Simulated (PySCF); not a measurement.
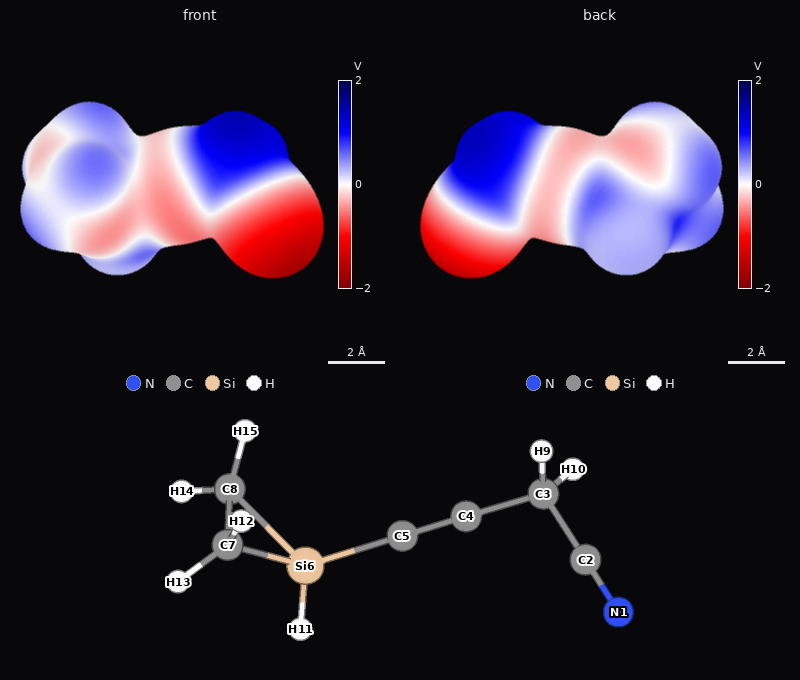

Figure. C6H7NSi (SMILES N#CCC#C[SiH]1CC1). The electrostatic potential painted on the density surface at 0.001 e/bohr³, seen from the front and from behind; red is negative and blue positive. The bare structure is drawn below in the same view.

Geometry: GFN2-xTB.

The calculation used PBE0/pcSseg-1, SCF density, gas phase, non-relativistic in PySCF 2.14.0.

```json
{"atom": "N", "x (Å)": "-4.2612", "y (Å)": "1.6932", "z (Å)": "0.5608"}
{"atom": "C", "x (Å)": "-3.6969", "y (Å)": "0.7472", "z (Å)": "0.2589"}
{"atom": "C", "x (Å)": "-2.9709", "y (Å)": "-0.4421", "z (Å)": "-0.1266"}
{"atom": "C", "x (Å)": "-1.5796", "y (Å)": "-0.1077", "z (Å)": "-0.3841"}
{"atom": "C", "x (Å)": "-0.4286", "y (Å)": "0.1848", "z (Å)": "-0.5849"}
{"atom": "Si", "x (Å)": "1.3224", "y (Å)": "0.6301", "z (Å)": "-0.9143"}
{"atom": "C", "x (Å)": "2.5618", "y (Å)": "0.2321", "z (Å)": "0.4464"}
{"atom": "C", "x (Å)": "2.5793", "y (Å)": "-0.7607", "z (Å)": "-0.7267"}
{"atom": "H", "x (Å)": "-3.0363", "y (Å)": "-1.1768", "z (Å)": "0.6837"}
{"atom": "H", "x (Å)": "-3.4310", "y (Å)": "-0.8637", "z (Å)": "-1.0274"}
{"atom": "H", "x (Å)": "1.5310", "y (Å)": "1.7244", "z (Å)": "-1.8439"}
{"atom": "H", "x (Å)": "2.2261", "y (Å)": "-0.1616", "z (Å)": "1.3954"}
{"atom": "H", "x (Å)": "3.4489", "y (Å)": "0.8388", "z (Å)": "0.5629"}
{"atom": "H", "x (Å)": "3.4779", "y (Å)": "-0.7641", "z (Å)": "-1.3275"}
{"atom": "H", "x (Å)": "2.2526", "y (Å)": "-1.7660", "z (Å)": "-0.5003"}
```

Q: Which sites attract a positive test charge, and which a negative one?

A: A positive charge is drawn to the negative regions and a negative charge to the positive ones. The most negative region (about −1.6 V) lies over N1, the most positive (about +1.4 V) over H9 and H10. N1 is the likeliest acceptor of a hydrogen bond.

Q: How polar is the molecule by this calculation?

A: Its dipole moment is 3.60 D.
